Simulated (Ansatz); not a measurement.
Start from ZrB2 (space group P6/mmm, No. 191; a = 3.171 Å, c = 3.542 Å; relaxed with 0.1 eV smearing). Axes: x lies along a and z along c of the hexagonal cell.

Structures relaxed with plane-wave PAW DFT at the PBE level (Ansatz, a program for electronic structure, 420 eV), no spin-orbit coupling.

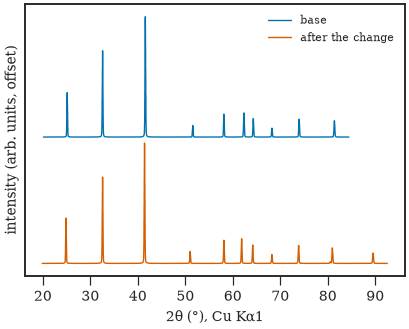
Fig. 1. Simulated powder patterns before (top) and after one change

Task: Which of these changes matches the shifts?
(A) uniaxial strain ε_zz = +3.00 %
(B) uniaxial strain ε_zz = +1.00 %
(C) uniaxial strain ε_zz = −1.50 %
(D) uniaxial strain ε_zz = −0.50 %

Result: B, uniaxial strain ε_zz = +1.00 %. Its volume per atom is 10.39 Å³ against 10.28 Å³, and its space group is P6/mmm (No. 191).

Whether these cells are dynamically stable was not tested. The final runs are not spin-polarised.
